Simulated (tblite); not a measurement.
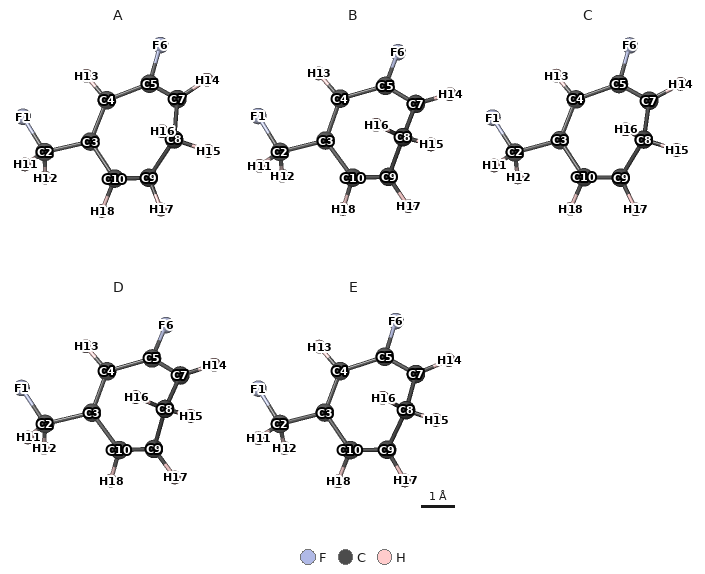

5 geometries from one relaxation of C8H8F2, in shuffled order. The picture is a ball-and-stick view, seen at a tilt.

Method: GFN2-xTB geometry optimisation, gas phase (tblite). 

Put them in the order of the run, from the start to the converged end.

A, C, E, B, D. They are steps 0, 21, 29, 41, 75, at +22.9 kJ/mol, +12.7 kJ/mol, +8.32 kJ/mol, +3.38 kJ/mol relative to the last. H16 moves most after the best rigid fit: 0.90 Å. By element the largest moves are H 0.90 Å, F 0.38 Å, C 0.30 Å. Near-neighbour distances that change, for instance: C8–H15 1.105 → 1.087 Å, C10–H18 1.094 → 1.082 Å, C3–C10 1.458 → 1.446 Å, C2–H12 1.108 → 1.097 Å. Bond angles that change, for instance: C7–C8–C9 118.2° → 105.4°, C5–C7–C8 129.1° → 120.3°, C8–C9–C10 129.8° → 121.9°. Groups turn about C8–C9 by about 45°, C7–C8 by about 40°. Over 75 geometry steps the energy falls by 22.9 kJ/mol.
